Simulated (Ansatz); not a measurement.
The calculation's input:

```
crystal:
  periodic: [false, false, false]
  atoms:
    - {symbol: C, position_ang: [-8.754970, 0.030052, 2.429267]}
    - {symbol: Si, position_ang: [-8.648718, -0.768236, 0.732420]}
    - {symbol: C, position_ang: [-8.681976, -2.640257, 0.881778]}
    - {symbol: C, position_ang: [-10.042645, -0.166093, -0.372936]}
    - {symbol: C, position_ang: [-7.050697, -0.271272, -0.048850]}
    - {symbol: C, position_ang: [-5.995091, 0.066950, -0.583860]}
    - {symbol: C, position_ang: [-4.801822, 0.459096, -1.205915]}
    - {symbol: C, position_ang: [-4.627733, 1.129990, -2.416264]}
    - {symbol: N, position_ang: [-3.359215, 1.388333, -2.787767]}
    - {symbol: C, position_ang: [-2.492620, 0.938145, -1.901154]}
    - {symbol: C, position_ang: [-1.069067, 1.083739, -2.056691]}
    - {symbol: C, position_ang: [-0.416231, 1.696237, -3.123608]}
    - {symbol: N, position_ang: [0.929488, 1.721024, -3.065515]}
    - {symbol: C, position_ang: [1.380152, 1.140858, -1.971605]}
    - {symbol: C, position_ang: [2.779785, 1.027290, -1.656956]}
    - {symbol: C, position_ang: [3.831802, 1.501382, -2.439962]}
    - {symbol: N, position_ang: [5.074145, 1.293002, -1.964177]}
    - {symbol: C, position_ang: [5.050335, 0.657664, -0.808358]}
    - {symbol: C, position_ang: [6.173008, 0.286665, -0.045916]}
    - {symbol: C, position_ang: [7.150944, -0.039368, 0.624080]}
    - {symbol: Si, position_ang: [8.672438, -0.496176, 1.573491]}
    - {symbol: C, position_ang: [9.624336, 1.082343, 1.928465]}
    - {symbol: C, position_ang: [8.144282, -1.334385, 3.167764]}
    - {symbol: C, position_ang: [9.688668, -1.660816, 0.508126]}
    - {symbol: S, position_ang: [3.420830, 0.273203, -0.235814]}
    - {symbol: S, position_ang: [0.114675, 0.509737, -0.921764]}
    - {symbol: S, position_ang: [-3.223980, 0.147463, -0.516341]}
    - {symbol: H, position_ang: [-8.717140, 1.128670, 2.356816]}
    - {symbol: H, position_ang: [-7.923954, -0.293662, 3.076116]}
    - {symbol: H, position_ang: [-9.699300, -0.244973, 2.928446]}
    - {symbol: H, position_ang: [-8.600433, -3.121131, -0.106030]}
    - {symbol: H, position_ang: [-9.624869, -2.975381, 1.345709]}
    - {symbol: H, position_ang: [-7.850032, -3.006482, 1.504303]}
    - {symbol: H, position_ang: [-10.017991, 0.929516, -0.486126]}
    - {symbol: H, position_ang: [-9.975465, -0.610838, -1.378663]}
    - {symbol: H, position_ang: [-11.021909, -0.440482, 0.053834]}
    - {symbol: H, position_ang: [-5.465005, 1.439993, -3.045786]}
    - {symbol: H, position_ang: [-0.954303, 2.135258, -3.966116]}
    - {symbol: H, position_ang: [3.670652, 2.015847, -3.389469]}
    - {symbol: H, position_ang: [10.550457, 0.858820, 2.484215]}
    - {symbol: H, position_ang: [9.026710, 1.783423, 2.532437]}
    - {symbol: H, position_ang: [9.904327, 1.595673, 0.994820]}
    - {symbol: H, position_ang: [7.560884, -2.247082, 2.967026]}
    - {symbol: H, position_ang: [9.027637, -1.622050, 3.762185]}
    - {symbol: H, position_ang: [7.524449, -0.665896, 3.786308]}
    - {symbol: H, position_ang: [10.616198, -1.951398, 1.029472]}
    - {symbol: H, position_ang: [9.129103, -2.580092, 0.273038]}
    - {symbol: H, position_ang: [9.969892, -1.184310, -0.444472]}
basis:
  gaussian: {orbitals: def2-TZVP, fitting: {mean_field: def2-universal-jkfit}, initial_orbitals: start.molden}
hamiltonian: {xc: pbe0, dispersion: d4}
scf: {omitted_lower_state_checks: [starts]}
output: {orbitals: {seedname: orbitals}}
```

Command:

```sh
ansatz run in.yaml --threads 2 --pin off --events-out ev --progress --plain --max-ram 32768MiB --backend cuda --devices 0, --max-vram 18GiB
```

Geometry: r2SCAN-D4/def2-SVP.

Method: RKS PBE0-D4/def2-TZVP (Ansatz 0.2.0).

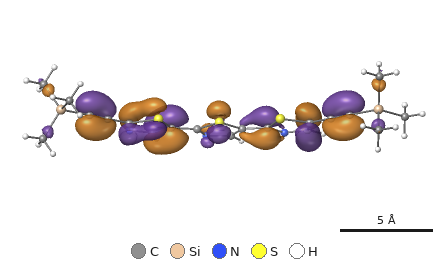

C19H21N3S3Si2. The HOMO−1 at ±0.08 Å⁻³ᐟ² (orange and purple are the two phases), seen from one side.

Where does this orbital lie, and at what energy?

Its weight (Hirshfeld) is mainly on C5 (about 10 %), C20 (about 10 %), C15 (about 10 %), C8 (about 5 %), C6 (about 5 %) and C16 (about 5 %). Its energy is −6.98 eV.
